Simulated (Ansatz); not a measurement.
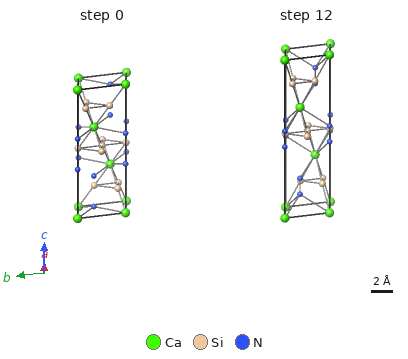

The structure of a crystal of CaSi$_{3}$N$_{2}$ (a generated structure, set up in R-3m) before (left) and after (right) a relaxation, at one scale.

A ball-and-stick model of the conventional cell (3 times the calculation's cell), seen from a free direction. Lengths and directions refer to the drawn axes.

Computed with DFT PBE, scalar-relativistic, plane waves, PAW in Ansatz. (plane-wave cutoff 420 eV; k-point mesh 12 × 12 × 12; occupations gaussian; smearing width 0.1 eV; collinear spin; cell and atoms relaxed; force threshold 0.01 eV/Å; at most 80 steps)

Question: Summarise the run.

Answer: The run was cut off at its time limit before the relaxation converged, so the last structure is only a point on the way. The largest moves relative to the cell, 1.07 Å, are those of N atoms. Ca and Si stay in place. Cell: a = b 5.264 → 4.906 Å (−6.8 %), c 12.616 → 15.499 Å (+22.9 %). Volume +6.7 %. Near-neighbour distances that change, for instance: N–N 2.999 → 1.552 Å, Ca–Si 2.594 → 2.946 Å, Ca–N 3.098 → 3.360 Å, Si–Si 2.632 → 2.453 Å. New bonds form: N–N (3.00 → 1.55 Å). Among the angles between lasting bonds that change: Si–Ca–Si 119.0° → 130.8°, Ca–Si–Si 120.5° → 114.6°, Ca–Si–Si 59.5° → 65.4°. The space group stays R-3m (No. 166). Over 12 geometry steps the energy falls by 879 meV per atom. The largest force component goes from 0.36 to 2.7 eV/Å. The pressure goes from −0.78 to −0.01 GPa. The program noted that the starting moments weren't kept.
